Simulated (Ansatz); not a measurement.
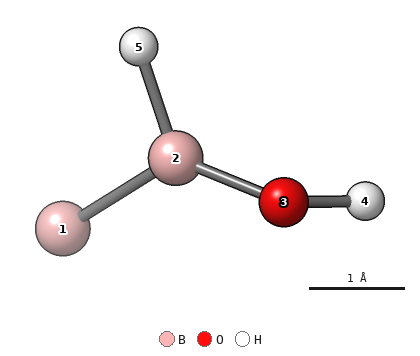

The input geometry (ball-and-stick view, seen at a tilt; atoms are numbered from 1 in the order of the input). Bond lengths as drawn: B–B 1.69 Å, B–H 1.24 Å, B–O 1.37 Å and H–O 0.97 Å.

## Phonon calculation of B₂H₂O

B₂H₂O, computed with UKS PBE-D4/def2-SVP (Ansatz 0.2.0).

It belongs to a series of runs on one base structure; here: vibrations at the highest image of the band. Figures and captions count atoms from 1; the log counts them from 0 in places.

Input file
```yaml
crystal:
  periodic: [false, false, false]
  atoms:
    - { symbol: B, position_ang: [-0.279865, 1.583754, -0.971741] }
    - { symbol: B, position_ang: [0.121385, 0.298802, 0.04831] }
    - { symbol: O, position_ang: [-0.569057, -0.799919, 0.477339] }
    - { symbol: H, position_ang: [-0.543149, -1.641421, -0.000969] }
    - { symbol: H, position_ang: [1.270688, 0.558783, 0.447061] }
magnetization:
  spin_polarized: true
basis:
  gaussian: { orbitals: def2-SVP }
hamiltonian:
  xc: pbe
  dispersion: d4
phonons: {}
```

Run on 1 thread of Intel Xeon (Sapphire Rapids), 176 GiB of memory available, shared host.

Launched with:
```bash
ansatz run input.yaml --threads 1 --pin off --max-ram 2048MiB --backend cpu --events-out ev --progress --plain --runs-dir out
```

The program's output
```
Engine: ansatz 0.2.0, x86_64-unknown-linux-gnu
Functional definition: PBE
  parameter kappa = 0.804
  parameter beta = 0.06672455060314922
  exchange = pbe_x(kappa = kappa, mu = beta*pi^2/3)
  correlation = pbe_c(beta = beta)
567 factors; their error is unknown
mean field evaluation 1: about -3415.9767 eV, gradient 3.3e1 eV
mean field evaluation 2: about -3368.2757 eV, gradient 1.0e2 eV
mean field evaluation 4: about -3417.7500 eV, gradient 1.7e1 eV
mean field evaluation 8: about -3420.2191 eV, gradient 2.5e0 eV
mean field evaluation 16: about -3420.2453 eV, gradient 9.7e-3 eV
mean field evaluation 32: about -3420.8320 eV, gradient 5.0e-5 eV
mean field evaluation 64: about -3420.7635 eV, gradient 2.9e-1 eV
mean field -3420.83201552 eV, -125.7132578471 hartree, gradient 2.4e-7 eV, S^2 0.925410; 11 other end points of the search recorded, 0 dependent functions left out
the calculation of the forces begins
reference -3420.83204473 eV, -125.7132589205 hartree; 10, 10 occupied and 42, 42 virtual orbitals, 567 factors
these checks for a lower state are left out or cut short: stability, starts, cluster_reference, orbital_swaps, neighbouring_geometries, increment
567 factors; their error is unknown
mean field -3420.83200036 eV, -125.7132572899 hartree, gradient 2.3e-6 eV, S^2 0.925703; 0 other end points of the search recorded, 0 dependent functions left out
[... from here on the field's lines of each further geometry are left out, up to the last ...]
the calculation of the forces begins
reference -3420.83203742 eV, -125.7132586518 hartree; 10, 10 occupied and 42, 42 virtual orbitals, 567 factors
these checks for a lower state are left out or cut short: stability, starts, cluster_reference, orbital_swaps, neighbouring_geometries, increment
567 factors; their error is unknown
mean field -3420.83200600 eV, -125.7132574972 hartree, gradient 1.5e-6 eV, S^2 0.925598; 0 other end points of the search recorded, 0 dependent functions left out
the calculation of the forces begins
reference -3420.83203521 eV, -125.7132585707 hartree; 10, 10 occupied and 42, 42 virtual orbitals, 567 factors
WARN: phonons: modes at or below zero, which the zero-point energy, F, S and C_V leave out: 1, the lowest at -828.55 cm⁻¹. A minimum has none, and a first-order saddle one
Total energy: -3420.89179680 eV, -125.7154547688 hartree
Atom 0 at    -0.279865     1.583754    -0.971741 Å, force    -0.005517    -0.007692     0.001870 eV/Å
Atom 1 at     0.121385     0.298802     0.048310 Å, force     0.015673     0.005631    -0.004356 eV/Å
Atom 2 at    -0.569057    -0.799919     0.477339 Å, force    -0.008265     0.019139     0.017028 eV/Å
Atom 3 at    -0.543149    -1.641421    -0.000969 Å, force     0.005524    -0.010531    -0.015477 eV/Å
Atom 4 at     1.270688     0.558783     0.447061 Å, force    -0.007416    -0.006547     0.000935 eV/Å
Dipole moment:     0.003375    -0.485108    -0.049460 e Å
Vibrations: -828.55 157.23 438.02 651.41 683.64 999.10 1319.87 2352.95 3831.30 cm⁻¹, zero-point energy 0.646796 eV
```

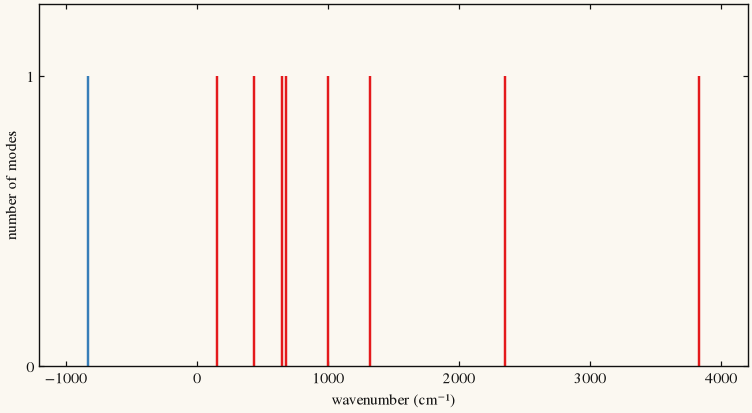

Harmonic vibrational wavenumbers from the force constants; neighbouring modes closer than 21 cm⁻¹ are counted in one stick, and imaginary ones are drawn at negative wavenumbers. 9 modes from 829i to 3831 cm⁻¹, 1 imaginary beyond 8i (829i cm⁻¹): a first-order saddle point, if the geometry is stationary.

Results in brief

| quantity | value |
| --- | --- |
| outcome | converged |
| total energy | −3420.8918 eV |
| mean-field energy | −3420.8320 eV |
| ⟨S²⟩ | 0.925 |
| largest force (length of the vector) | 0.027 eV/Å |
| wall time | 32 s |
| peak memory | 0.12 GiB |

Remarks

⟨S²⟩ is 0.93 against 0.00 for a pure state: the solution is spin-contaminated.
